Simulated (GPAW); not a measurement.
**MnGa7As8 (GaAs32 Mn2 d6p92): which magnetic order is lowest**

A self-consistent run ends on one state, which hangs on the start. Several orders of MnGa7As8 (GaAs32 Mn2 d6p92) are started in GPAW and their energies compared.

Main program and level: GPAW 26.7.0; PBE; plane waves with GPAW's PAW setups, scalar-relativistic.

## Step 1: The starting structure

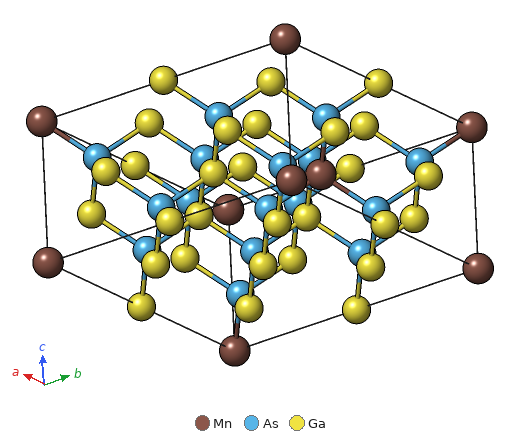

The starting structure, seen from a free direction (manganese brown, arsenic blue, gallium yellow). Bonds to atoms that aren't drawn are left out. Some periodic images of atoms are drawn too.

The cell is a made-up one and need not be a known phase.

## Step 2: Run 1 (ferro ++)

The parallel start comes first: it fits the smallest cell, keeps the most symmetry and shows whether parallel moments form.

File order1.py:

```python
import json
import numpy as np
from ase import Atoms
from ase.parallel import paropen, parprint
from gpaw import GPAW

atoms = Atoms(['Mn', 'As', 'Ga', 'As', 'Ga', 'As', 'Ga', 'As', 'Ga', 'As', 'Ga', 'As', 'Ga', 'As', 'Ga', 'As', 'Ga', 'As', 'Ga', 'As', 'Ga', 'As', 'Ga', 'As', 'Ga', 'As', 'Mn', 'As', 'Ga', 'As', 'Ga', 'As'],
    cell=[[11.306, 0.0, 0.0],
         [0.0, 11.306, 0.0],
         [0.0, 0.0, 5.653]],
    scaled_positions=[[0.0, 0.0, 0.0],
         [0.125, 0.125, 0.25],
         [0.0, 0.25, 0.5],
         [0.125, 0.375, 0.75],
         [0.25, 0.0, 0.5],
         [0.375, 0.125, 0.75],
         [0.25, 0.25, 0.0],
         [0.375, 0.375, 0.25],
         [0.0, 0.5, 0.0],
         [0.125, 0.625, 0.25],
         [0.0, 0.75, 0.5],
         [0.125, 0.875, 0.75],
         [0.25, 0.5, 0.5],
         [0.375, 0.625, 0.75],
         [0.25, 0.75, 0.0],
         [0.375, 0.875, 0.25],
         [0.5, 0.0, 0.0],
         [0.625, 0.125, 0.25],
         [0.5, 0.25, 0.5],
         [0.625, 0.375, 0.75],
         [0.75, 0.0, 0.5],
         [0.875, 0.125, 0.75],
         [0.75, 0.25, 0.0],
         [0.875, 0.375, 0.25],
         [0.5, 0.5, 0.0],
         [0.625, 0.625, 0.25],
         [0.5, 0.75, 0.5],
         [0.625, 0.875, 0.75],
         [0.75, 0.5, 0.5],
         [0.875, 0.625, 0.75],
         [0.75, 0.75, 0.0],
         [0.875, 0.875, 0.25]],
    pbc=True,
    magmoms=[4.5, 0.0, 0.0, 0.0, 0.0, 0.0, 0.0, 0.0, 0.0, 0.0, 0.0, 0.0, 0.0, 0.0, 0.0, 0.0, 0.0, 0.0, 0.0, 0.0, 0.0, 0.0, 0.0, 0.0, 0.0, 0.0, 4.5, 0.0, 0.0, 0.0, 0.0, 0.0])
atoms.calc = GPAW(mode={'name': 'pw', 'ecut': 450},
    xc='PBE',
    kpts={'size': (3, 3, 5), 'gamma': True},
    occupations={'name': 'fermi-dirac', 'width': 0.05},
    convergence={'density': 1e-05, 'energy': 1e-05},
    maxiter=200,
    mixer={'name': 'pulay', 'beta': 0.05, 'nmaxold': 6, 'weight': 50},
    symmetry={'tolerance': 1e-4},
    txt='order1.txt')
e = atoms.get_potential_energy(force_consistent=True)
res = {'free_energy': e, 'energy_sigma0': atoms.get_potential_energy(), 'fermi_energy': atoms.calc.get_fermi_level()}
res['moments'] = atoms.get_magnetic_moments().tolist()
res['total'] = atoms.get_magnetic_moment()
parprint('site moments (muB):', np.round(res['moments'], 3))
parprint(f"total moment: {res['total']:.3f} muB")
parprint(f'free energy: {e:.6f} eV')
atoms.calc.write('order1.gpw')
with paropen('results.json', 'w') as f:
    json.dump(res, f)
```

Launch:

```bash
OMP_NUM_THREADS=1 mpirun -n 4 gpaw python order1.py > order1.log
```

Numbers of over 12 decimals in the logs are rounded to 6 here.

The program printed:

```text
site moments (muB): [ 3.595 -0.034  0.017 -0.005  0.022 -0.004  0.008 -0.005  0.004 -0.004
  0.017 -0.036  0.008 -0.034  0.022 -0.036  0.017 -0.004  0.004 -0.005
  0.022 -0.034  0.008 -0.005  0.017 -0.034  3.595 -0.036  0.008 -0.004
  0.022 -0.036]
total moment: 8.000 muB
free energy: -142.689279 eV

--- order1.txt ---
Input parameters:
  mode=PW(ecut=450),
  convergence={'density': 1e-05, 'energy': 1e-05},
  kpts=MonkhorstPack(size=(3, 3, 5), gamma=True),
  maxiter=200,
  mixer=Pulay(name='pulay', nmaxold=6, beta=0.05, weight=50, sigma=0.015, g_ss=None),
  occupations=Occupations(name='fermi-dirac', width=0.05),
  symmetry=Symmetry(tolerance=0.0001),
  xc=XC(name='PBE')

Diagonalizing LCAO Hamiltonian
Converting LCAO to pw mode
        .---------------------------.
       /|                           |
      / |                           |
     /  |  As            As         |
    /   |       As            As    |
   /  Ga|           Mn              |
  /    As         As As         As  |
 *      .--Ga-------------Ga--------.
 |     / As As         As As       /
 | Ga /      Ga  Ga        Ga     /
 |   Ga Ga    As   Ga Ga    As   /
 |  /As            As           /
 | /      Ga            Ga     /
 |/                           /
 Mn------------Ga------------*

Atoms  # Å, Bohr magnetons
|    | symbol |        x |        y |        z |    initial magnetic moments |
|----|--------|----------|----------|----------|-----------------------------|
|  0 |     Mn | 0.000000 | 0.000000 | 0.000000 | ( 0.0000,  0.0000,  4.5000) |
|  1 |     As | 1.413250 | 1.413250 | 1.413250 | ( 0.0000,  0.0000,  0.0000) |
|  2 |     Ga | 0.000000 | 2.826500 | 2.826500 | ( 0.0000,  0.0000,  0.0000) |
|  3 |     As | 1.413250 | 4.239750 | 4.239750 | ( 0.0000,  0.0000,  0.0000) |
|  4 |     Ga | 2.826500 | 0.000000 | 2.826500 | ( 0.0000,  0.0000,  0.0000) |
|  5 |     As | 4.239750 | 1.413250 | 4.239750 | ( 0.0000,  0.0000,  0.0000) |
|  6 |     Ga | 2.826500 | 2.826500 | 0.000000 | ( 0.0000,  0.0000,  0.0000) |
|  7 |     As | 4.239750 | 4.239750 | 1.413250 | ( 0.0000,  0.0000,  0.0000) |
|  8 |     Ga | 0.000000 | 5.653000 | 0.000000 | ( 0.0000,  0.0000,  0.0000) |
|  9 |     As | 1.413250 | 7.066250 | 1.413250 | ( 0.0000,  0.0000,  0.0000) |
| 10 |     Ga | 0.000000 | 8.479500 | 2.826500 | ( 0.0000,  0.0000,  0.0000) |
| 11 |     As | 1.413250 | 9.892750 | 4.239750 | ( 0.0000,  0.0000,  0.0000) |
| 12 |     Ga | 2.826500 | 5.653000 | 2.826500 | ( 0.0000,  0.0000,  0.0000) |
| 13 |     As | 4.239750 | 7.066250 | 4.239750 | ( 0.0000,  0.0000,  0.0000) |
| 14 |     Ga | 2.826500 | 8.479500 | 0.000000 | ( 0.0000,  0.0000,  0.0000) |
| 15 |     As | 4.239750 | 9.892750 | 1.413250 | ( 0.0000,  0.0000,  0.0000) |
| 16 |     Ga | 5.653000 | 0.000000 | 0.000000 | ( 0.0000,  0.0000,  0.0000) |
| 17 |     As | 7.066250 | 1.413250 | 1.413250 | ( 0.0000,  0.0000,  0.0000) |
| 18 |     Ga | 5.653000 | 2.826500 | 2.826500 | ( 0.0000,  0.0000,  0.0000) |
| 19 |     As | 7.066250 | 4.239750 | 4.239750 | ( 0.0000,  0.0000,  0.0000) |
| 20 |     Ga | 8.479500 | 0.000000 | 2.826500 | ( 0.0000,  0.0000,  0.0000) |
| 21 |     As | 9.892750 | 1.413250 | 4.239750 | ( 0.0000,  0.0000,  0.0000) |
| 22 |     Ga | 8.479500 | 2.826500 | 0.000000 | ( 0.0000,  0.0000,  0.0000) |
| 23 |     As | 9.892750 | 4.239750 | 1.413250 | ( 0.0000,  0.0000,  0.0000) |
| 24 |     Ga | 5.653000 | 5.653000 | 0.000000 | ( 0.0000,  0.0000,  0.0000) |
| 25 |     As | 7.066250 | 7.066250 | 1.413250 | ( 0.0000,  0.0000,  0.0000) |
| 26 |     Mn | 5.653000 | 8.479500 | 2.826500 | ( 0.0000,  0.0000,  4.5000) |
| 27 |     As | 7.066250 | 9.892750 | 4.239750 | ( 0.0000,  0.0000,  0.0000) |
| 28 |     Ga | 8.479500 | 5.653000 | 2.826500 | ( 0.0000,  0.0000,  0.0000) |
| 29 |     As | 9.892750 | 7.066250 | 4.239750 | ( 0.0000,  0.0000,  0.0000) |
| 30 |     Ga | 8.479500 | 8.479500 | 0.000000 | ( 0.0000,  0.0000,  0.0000) |
| 31 |     As | 9.892750 | 9.892750 | 1.413250 | ( 0.0000,  0.0000,  0.0000) |

Unit cell  # Å
| periodic |         x |         y |        z |   lengths |    angles |
|----------|-----------|-----------|----------|-----------|-----------|
|      yes | 11.306000 |  0.000000 | 0.000000 | 11.306000 | 90.000000 |
|      yes |  0.000000 | 11.306000 | 0.000000 | 11.306000 | 90.000000 |
|      yes |  0.000000 |  0.000000 | 5.653000 |  5.653000 | 90.000000 |

Number of symmetries: 2

BZ-sampling:
  Number of BZ points: 45
  Number of IBZ points: 16

  Monkhorst-Pack size: [3, 3, 5]
  Monkhorst-Pack shift: [0, 0, 0]

K-points  # in reciprocal-cell coordinates
|     |                                coordinates |     weight |
|-----|--------------------------------------------|------------|
|   0 | (  0.00000000,   0.00000000,   0.00000000) | 0.02222222 |
|   1 | (  0.00000000,   0.00000000,   0.20000000) | 0.04444444 |
|   2 | (  0.00000000,   0.00000000,   0.40000000) | 0.04444444 |
|   3 | (  0.00000000,   0.33333333,   0.00000000) | 0.04444444 |
|   4 | (  0.00000000,   0.33333333,   0.20000000) | 0.08888889 |
|   5 | (  0.00000000,   0.33333333,   0.40000000) | 0.08888889 |
|   6 | (  0.33333333,   0.00000000,  -0.40000000) | 0.04444444 |
|   7 | (  0.33333333,   0.00000000,  -0.20000000) | 0.04444444 |
|   8 | (  0.33333333,   0.00000000,   0.00000000) | 0.04444444 |
|   9 | (  0.33333333,   0.00000000,   0.20000000) | 0.04444444 |
| ... |                                            |            |
|  15 | (  0.33333333,   0.33333333,   0.40000000) | 0.08888889 |

Plane wave coefficients: 15715
Cutoff: 450.000000 eV

Spin-components: 2 (collinear spins)
Bands:           101
Projectors:      162
Spin-degeneracy: 1
Datatype:        complex128

Parallelization:
  kpt:    4
  domain: 1
  band:   1

Density:
  Valence electrons: 152.0
  Components: 2
  Grid points: [56 56 28]
  Charge: 0.0  # |e|

Potential:
  Grid points: [56 56 28]

species:
  Mn:
    name:    Manganese
    Z:       25.0
    valence: 15
    core:    10
    charge:  0.0  # [|e|]
    compensation charges:
      type: gauss
      rc: 0.38  # [Å]
      lmax: 2
    cutoffs:
      filter: 2.14  # [Å]
      core: 0.86  # [Å]
    projectors
    | kind |    occ | energy [eV] | rcut [Å] |
    |------|--------|-------------|----------|
    |   3s |  2.000 |     -85.859 |    1.275 |
    |   4s |  2.000 |      -5.106 |    1.275 |
    |   3p |  6.000 |     -54.597 |    1.281 |
    |   4p |  0.000 |      -1.371 |    1.281 |
    |   3d |  5.000 |      -6.771 |    1.138 |
    |    d |        |      20.441 |    1.138 |

    Using partial waves for Mn as LCAO basis

  As:
    name:    Arsenic
    Z:       33.0
    valence: 5
    core:    28
    charge:  0.0  # [|e|]
    compensation charges:
      type: gauss
      rc: 0.33  # [Å]
      lmax: 2
    cutoffs:
      filter: 1.87  # [Å]
      core: 2.96  # [Å]
    projectors
    | kind |    occ | energy [eV] | rcut [Å] |
    |------|--------|-------------|----------|
    |   4s |  2.000 |     -14.487 |    1.058 |
    |   4p |  3.000 |      -5.196 |    1.058 |
    |    s |        |      12.725 |    1.058 |
    |    p |        |      22.016 |    1.058 |
    |    d |        |       0.000 |    1.058 |

    Using partial waves for As as LCAO basis

  Ga:
    name:    Gallium
    Z:       31.0
    valence: 3
    core:    28
    charge:  0.0  # [|e|]
    compensation charges:
      type: gauss
      rc: 0.37  # [Å]
      lmax: 2
    cutoffs:
      filter: 2.06  # [Å]
      core: 4.17  # [Å]
    projectors
    | kind |    occ | energy [eV] | rcut [Å] |
    |------|--------|-------------|----------|
    |   4s |  2.000 |      -8.945 |    1.164 |
    |   4p |  1.000 |      -2.580 |    1.164 |
    |    s |        |      18.266 |    1.164 |
    |    p |        |      24.631 |    1.164 |
    |    d |        |       0.000 |    1.164 |

    Using partial waves for Ga as LCAO basis

Reference energy: -1787461.155153  # eV

eigensolver:
  PPCG
  Converge bands: occupied
  niter=2

density mixing:
  Pulay-Mixer
  Linear mixing parameters: 0.05
  Old densities: 6
  Fourier metric: weight=50, sigma=0.015

occupation numbers:
  Fermi-Dirac:
    width: 0.0500  # eV

poisson solver:
  ecut: 3600.000000  # eV

xc functional:
  name: PBE with 2 nearest neighbor stencil

convergence criteria:
- Maximum integral of absolute [dens]ity change: 1e-05 electrons / valence electron
- Maximum [total energy] change in last 3 cyles: 1e-05 eV / valence electron
- Maximum integral of absolute [eigenst]ate change: 4e-08 eV^2 / valence electron
maximum number of iterations: 200

SCF iterations
|iter     |      energy | eigst |  dens |  magmom |
|---------|-------------|-------|-------|---------|
|iter:   1|       0s | -144.045418 | -0.01 |       |  +9.0181|
|iter:   2|      27s | -143.549876 | -1.50 | -0.92 |  +8.9673|
|iter:   3|      54s | -143.009263 | -1.89 | -0.96 |  +8.8559|
|iter:   4|      80s | -142.804232 | -1.12 | -1.03 |  +8.2805|
|iter:   5|     107s | -142.722408 | -2.47 | -1.45 |  +8.2739|
|iter:   6|     134s | -142.740891 | -2.61 | -1.49 |  +8.0972|
|iter:   7|     160s | -142.658183 | -2.94 | -1.73 |  +8.1353|
|iter:   8|     187s | -142.666440 | -2.65 | -1.79 |  +7.9901|
|iter:   9|     213s | -142.664109 | -4.04 | -2.33 |  +8.0050|
|iter:  10|     240s | -142.661167 | -4.77 | -2.36 |  +8.0202|
[... 12 iterations left out ...]
|iter:  23|     589s | -142.664552c| -7.44c| -4.22 |  +8.0001|
|iter:  24|     602s | -142.664552c| -8.27c| -4.38 |  +8.0002|
|iter:  25|     615s | -142.664552c| -8.22c| -4.42 |  +8.0003|
|iter:  26|     628s | -142.664552c| -7.86c| -4.50 |  +8.0003|
|iter:  27|     642s | -142.664552c| -8.28c| -4.56 |  +8.0003|
|iter:  28|     655s | -142.664551c| -8.02c| -4.59 |  +8.0002|
|iter:  29|     668s | -142.664551c| -8.41c| -4.78 |  +8.0002|
|iter:  30|     681s | -142.664551c| -8.71c| -4.87 |  +8.0002|
|iter:  31|     694s | -142.664551c| -9.06c| -5.00 |  +8.0002|
|iter:  32|     707s | -142.664551c| -8.77c| -5.03c|  +8.0001|

Converged in 32 steps
Energy contributions relative to reference atoms: (reference = -1787461.155153)

Energy contributions:
  Kinetic:         416.120898
  Coulomb:        -369.343182
  Zero:              0.560894
  External:          0.000000
  Xc:             -189.978433
  Entropy:          -0.049455
  Spinorbit:         0.000000
  ----------------------------
  Free energy:    -142.689279
  Extrapolated:   -142.664551

dipole moment: (-111.962104, -112.123746, -113.735439)  # |e|*Ang

Total magnetic moment: (0.000000, 0.000000, 8.000149)

Local magnetic moments
|        x |        y |         z |
|----------|----------|-----------|
| 0.000000 | 0.000000 |  3.594505 |  # Mn   0
| 0.000000 | 0.000000 | -0.034039 |  # As   1
| 0.000000 | 0.000000 |  0.016773 |  # Ga   2
| 0.000000 | 0.000000 | -0.005180 |  # As   3
| 0.000000 | 0.000000 |  0.021610 |  # Ga   4
| 0.000000 | 0.000000 | -0.003862 |  # As   5
| 0.000000 | 0.000000 |  0.008069 |  # Ga   6
| 0.000000 | 0.000000 | -0.005180 |  # As   7
| 0.000000 | 0.000000 |  0.003605 |  # Ga   8
| 0.000000 | 0.000000 | -0.003862 |  # As   9
| 0.000000 | 0.000000 |  0.017427 |  # Ga  10
| 0.000000 | 0.000000 | -0.035609 |  # As  11
| 0.000000 | 0.000000 |  0.008069 |  # Ga  12
| 0.000000 | 0.000000 | -0.034039 |  # As  13
| 0.000000 | 0.000000 |  0.021610 |  # Ga  14
| 0.000000 | 0.000000 | -0.035609 |  # As  15
[...]
| 0.000000 | 0.000000 |  0.008069 |  # Ga  22
| 0.000000 | 0.000000 | -0.005180 |  # As  23
| 0.000000 | 0.000000 |  0.016773 |  # Ga  24
| 0.000000 | 0.000000 | -0.034039 |  # As  25
| 0.000000 | 0.000000 |  3.594505 |  # Mn  26
| 0.000000 | 0.000000 | -0.035609 |  # As  27
| 0.000000 | 0.000000 |  0.008069 |  # Ga  28
| 0.000000 | 0.000000 | -0.003862 |  # As  29
| 0.000000 | 0.000000 |  0.021610 |  # Ga  30
| 0.000000 | 0.000000 | -0.035609 |  # As  31

Fermi level: 4.809
Eigenvalues  # (at kpt = [0.000, 0.000, 0.000])
| band index |      eig [eV] | occ [0-1] |      eig [eV] | occ [0-1] |
|------------|---------------|-----------|---------------|-----------|
|          0 |       -76.212 |     1.000 |       -72.239 |     1.000 |
|        ... |               |           |               |           |
|         68 |         3.264 |     1.000 |         3.653 |     1.000 |
|         69 |         3.299 |     1.000 |         4.377 |     1.000 |
|         70 |         3.423 |     1.000 |         4.415 |     1.000 |
|         71 |         3.448 |     1.000 |         4.429 |     0.999 |
|         72 |         3.586 |     1.000 |         5.452 |     0.000 |
|         73 |         3.594 |     1.000 |         5.620 |     0.000 |
|         74 |         3.992 |     1.000 |         5.696 |     0.000 |
|         75 |         4.034 |     1.000 |         5.829 |     0.000 |
|         76 |         4.361 |     1.000 |         5.977 |     0.000 |
|         77 |         4.465 |     0.999 |         5.980 |     0.000 |
|         78 |         4.579 |     0.990 |         6.148 |     0.000 |
|         79 |         5.426 |     0.000 |         6.254 |     0.000 |
|         80 |         5.472 |     0.000 |         6.327 |     0.000 |
|         81 |         5.472 |     0.000 |         6.582 |     0.000 |
|         82 |         5.732 |     0.000 |         6.620 |     0.000 |
|        ... |               |           |               |           |
|        100 |         8.860 |     0.000 |         8.918 |     0.000 |

No gap
No difference between direct/indirect transitions
```

Elapsed: 12 min, on 4 MPI ranks of Arm Neoverse V2, shared host; peak memory 2.7 GiB.

Spin moment in the augmentation sphere by element, in μB:

| element | atoms | mean | spread (r.m.s.) | least | largest |
| --- | --- | --- | --- | --- | --- |
| Mn | 2 | 3.59 | 0.00 | 3.59 | 3.59 |
| As | 16 | -0.02 | 0.02 | -0.04 | 0.00 |
| Ga | 14 | 0.01 | 0.01 | 0.00 | 0.02 |

The atoms farthest from the mean of their element:

| atom | x, y, z (Å) | spin moment in the augmentation sphere (μB) |
| --- | --- | --- |
| As16 | 4.24, 9.89, 1.41 | -0.04 |
| As12 | 1.41, 9.89, 4.24 | -0.04 |
| As28 | 7.07, 9.89, 4.24 | -0.04 |
| As32 | 9.89, 9.89, 1.41 | -0.04 |
| As30 | 9.89, 7.07, 4.24 | 0.00 |
| As18 | 7.07, 1.41, 1.41 | 0.00 |
| As6 | 4.24, 1.41, 4.24 | 0.00 |
| As10 | 1.41, 7.07, 1.41 | 0.00 |

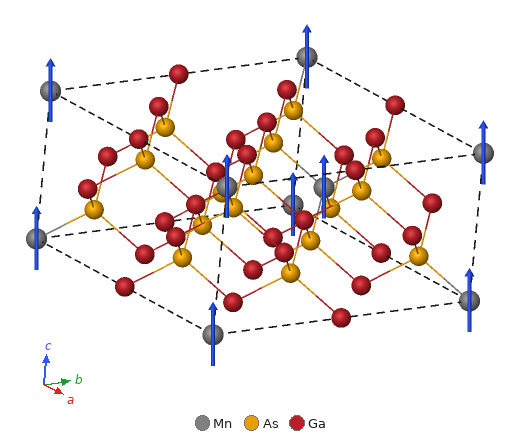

Spin moment in the augmentation sphere as arrows, the longest 3.59 μB. Up and down stand for the sign. Arrows give size and sign along the axis of quantisation, drawn up and down the page. Bonds to atoms that aren't drawn are left out. Some periodic images of atoms are drawn too.

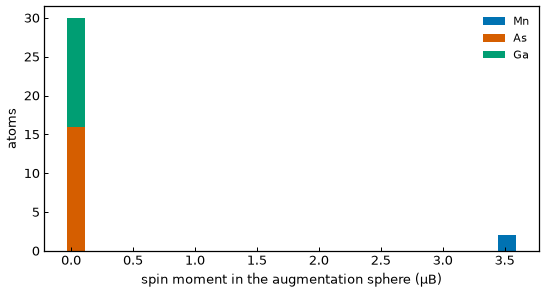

Spin moment in the augmentation sphere as a stacked histogram.

Numbers from this step:

```yaml
magnetization: 8.000 μB
final_state: ferromagnetic
```

After 32 cycles the largest moment stands at 3.59 μB.

(Continued in part 2 of 2.)

[Logs and program files are shortened in this print: banners, set-up blocks, solver, clock and traceback lines can be left out without a mark of their own.]

[Logs are printed without paths, hosts, clocks, repeated set-up lines and the standing remarks that a program may print on its own settings, such as how far it seeks lower states.]

[Hosts, paths, dates, database ids (printed as entryN), source tags and the programs' standing remarks are cut or masked in the printed files.]

[Where a cell is said to come from a database of computed structures, the database is the Materials Project.]

[Lattice constants of own cells that a recipe calls measured were typed without a cited source.]
